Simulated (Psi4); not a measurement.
**InF (SMILES [F][In]): HF/def2-QZVP (core potential, sweep point 5)**

Wanted: a structure relaxation of InF. 

Program for the calculation: Psi4 1.11.

5 further runs of the same task are left out: 1 that didn't finish, 4 set aside as unsound or not needed.

**1. The structure to begin with**

InF: 2 atoms, total charge 0, spin state singlet. SMILES: `[F][In]`. Geometry: a GFN2-xTB relaxation, a rough one for these elements and not checked as a minimum. The run starts from this shape.

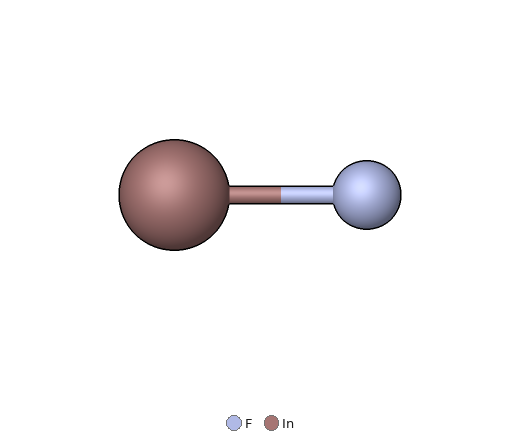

Viewed from a chosen angle; fluorine light blue, indium brown.

**2. A structure relaxation at HF/def2-QZVP (core potential, sweep point 5)**

The input, input.dat:

```
memory 1.6 GB

molecule m {
  0 1
  F      0.000000     0.000000     0.000000
  In     0.000000     0.000000     2.025490
  symmetry c1
}

set puream true
set scf_type pk
set g_convergence gau_tight
set geom_maxiter 50

e_tot, wfn = optimize("scf/def2-QZVP", return_wfn=True)
print_variables()
```

On the command line:

```bash
psi4 input.dat output.dat -n 1
```

output.dat:

```text
[...]
    !!!  WARNING: ECP capability is in beta. Please check occupations closely.  !!!
[...]
  Running in c1 symmetry.
[...]
  Nuclear repulsion =   49.377924757283438
[...]
  Multiplicity = 1
[...]
  Nalpha       = 15
  Nbeta        = 15
[...]
    Number of basis functions: 139
[...]
   @RHF iter   1:  -288.63204499188163   -1.37181e+00   4.34089e-03 DIIS/ADIIS
[...]
    !!!  WARNING: ECP capability is in beta. Please check occupations closely.  !!!
[...]
   @RHF iter   3:  -288.76233706589068   -4.03588e-12   2.70197e-09 DIIS
[...]
    Orbital Energies [Eh]
    ---------------------
    Doubly Occupied:
       1A    -26.182747     2A     -5.381946     3A     -3.638166
       4A     -3.638166     5A     -3.630831     6A     -1.458419
       7A     -1.025852     8A     -1.025852     9A     -1.019044
      10A     -1.019044    11A     -1.016827    12A     -0.582800
      13A     -0.544167    14A     -0.544167    15A     -0.349806
[...]
  @RHF Final Energy:  -288.76233706589068
   => Energetics <=
    Nuclear Repulsion Energy =             50.6425445003434760
    One-Electron Energy =                -576.6940947054686148
    Two-Electron Energy =                 237.2892131392345050
    Total Energy =                       -288.7623370658906765
[...]
 Multipole Moments:
 ------------------------------------------------------------------------------------
     Multipole            Electronic (a.u.)      Nuclear  (a.u.)        Total (a.u.)
 ------------------------------------------------------------------------------------
 L = 1.  Multiply by 2.5417464519 to convert [e a0] to [Debye]
 Dipole X            :          0.0000000            0.0000000            0.0000000
 Dipole Y            :          0.0000000            0.0000000            0.0000000
 Dipole Z            :         18.9273522          -17.7030143            1.2243379
 Magnitude           :                                                    1.2243379
[...]
  -Total Gradient:
     Atom            X                  Y                   Z
    ------   -----------------  -----------------  -----------------
       1        0.000000000000    -0.000000000000     0.000001124574
       2       -0.000000000000     0.000000000000    -0.000001124573
[...]
    Final optimized geometry and variables:
    Molecular point group: c1
    Full point group: C_inf_v
    Geometry (in Angstrom), charge = 0, multiplicity = 1:
    F            0.000000000000     0.000000000000    -1.694705073394
    IN           0.000000000000     0.000000000000     0.280205425345
  Variable Map:
  ----------------------------------------------------------------------------
  "CURRENT ENERGY"           =>    -288.762337065891
  "CURRENT REFERENCE ENERGY" =>    -288.762337065891
  "DD SOLVATION ENERGY"      =>       0.000000000000
  "HF KINETIC ENERGY"        =>     173.011027193238
  "HF POTENTIAL ENERGY"      =>    -461.773364259129
  "HF TOTAL ENERGY"          =>    -288.762337065891
[...]
```

On the terminal:

```text
Optimizer: Optimization complete!
```

Wall time 3 min (1 thread of Intel Xeon 6975P-C (Granite Rapids), shared host); peak memory 1.1 GiB.

Steps, from the record of the run:

```
step  energy from the first frame kept (eV)  largest force (eV/Å)
   0                                 0.0000                0.8099
   1                                -0.0209                0.1423
   2                                -0.0214                0.0195
   3                                -0.0214                0.0028
   4                                -0.0214                0.0004
   5                                -0.0214                0.0001
```

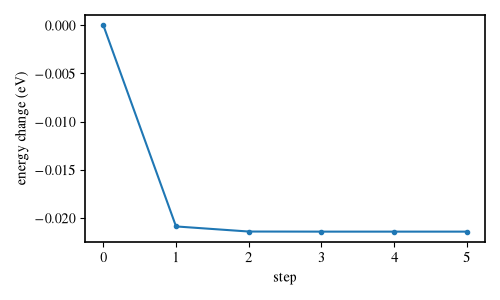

Energy along the run.

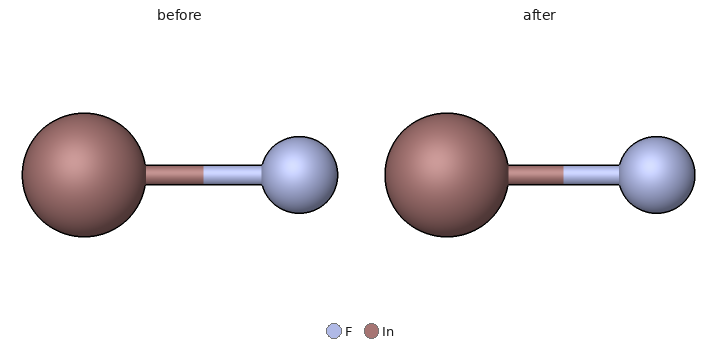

Before and after, at one scale.

After the run. Bond lengths: F1–In2 1.975 Å.

**3. Summary of results**

Level: HF/def2-QZVP (core potential, sweep point 5).

| quantity | value |
| --- | --- |
| total energy at the end | -288.76234 Eh |
| dipole moment | 3.11 D |
| HOMO energy | -9.52 eV |
| LUMO energy | 0.46 eV |
| HOMO–LUMO gap | 9.98 eV |
| bond length | 1.975 Å |

**Reading.** At the final geometry: Bond lengths: F1–In2 1.975 Å. The optimisation took 6 steps and changed the energy by -0.021 eV.
